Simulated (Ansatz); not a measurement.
A family of molecules: the atomisation energy (no zero-point term)

All atoms of one element are swapped for its congeners: C2H5F `CCF`; SiH2(SiH3)F; GeH2(GeH3)F. All are singlets with charge 0.

Shapes, held fixed at every level: PBE0-D4/def2-TZVP. Programs: Ansatz 0.2.0. Values in eV.

```csv
level,C2H5F,SiH2(SiH3)F,GeH2(GeH3)F
HF/def2-SVP,23.76,19.22,16.50
BHLYP-D4/def2-TZVPP,30.44,25.19,22.19
r2SCAN0-D4/def2-TZVPP,30.89,25.26,22.49
MP2/def2-TZVPP,30.93,24.96,22.42
CCSD/def2-TZVPP,30.24,24.80,22.32
CCSD(T)/def2-TZVPP,30.58,25.00,22.57
```

At CCSD(T)/def2-TZVPP the atomisation energy falls at every step, from 30.58 to 22.57 eV. Every level shows the same order. Relativity is left out for Ge. Outer-core shells of Ge are correlated, in sets that cover them unevenly. Spin-orbit coupling, which grows down the group, is left out (summed over each molecule's free atoms 0.02, 0.05, 0.26 eV). Coupled cluster in double- or triple-zeta sets underbinds by a few per cent against its basis-set limit. CCSD also lacks the triples, which bind further.

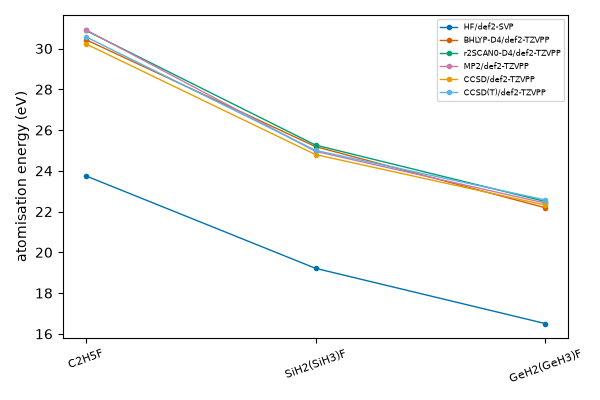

The trend along the series, level by level.
